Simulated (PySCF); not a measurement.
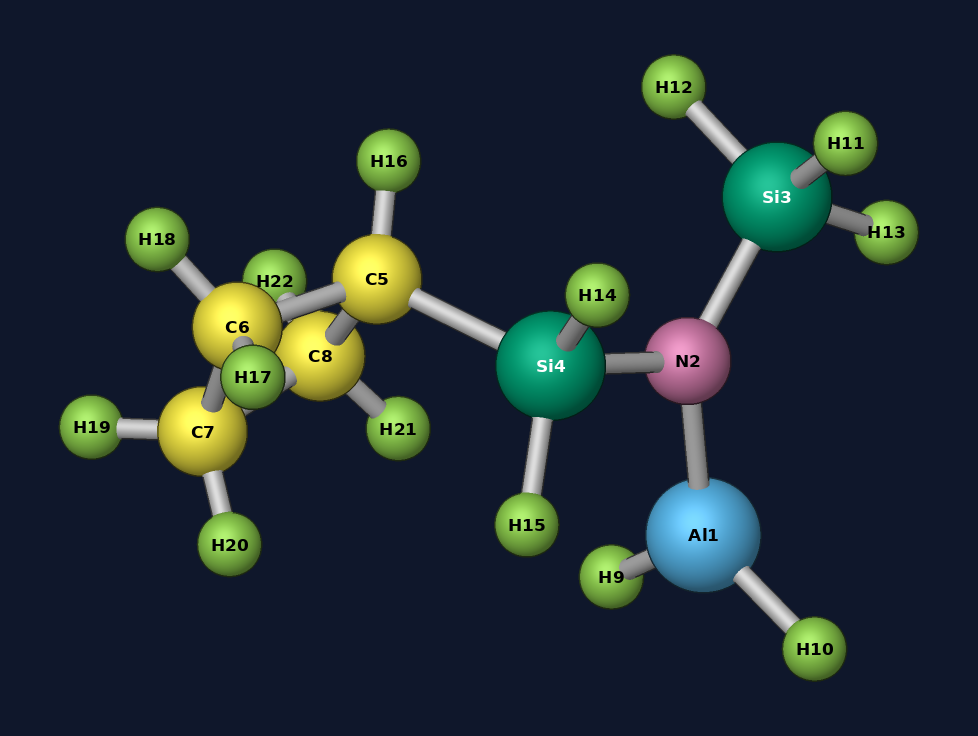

The geometry was computed by an optimisation with GFN2-xTB. No frequency run is at hand to confirm it as a minimum. Level of theory: GIAO PBE0/pcSseg-1 NMR shielding, non-relativistic, gas phase (PySCF 2.14.0). Principal shieldings σ11 ≤ σ22 ≤ σ33, span Ω = σ33 − σ11, skew κ = 3(σiso − σ22)/Ω.

Question. Which Si atom has the most anisotropic shielding?

Answer. Si4, with a span of 138 ppm.

Give the shielding tensors of the Si atoms.

```csv
atom,σ11,σ22,σ33,σiso,Ω,κ
Si3,359.7,401.9,470.7,410.7,111.0,0.24
Si4,314.3,396.9,452.7,388.0,138.3,−0.19
```

Shieldings and span in ppm.

The geometry is semi-empirical. Around Al, Si such bond lengths and angles can be off by a tenth of an ångström or more and by several degrees, and values that hang on the shape move with them.
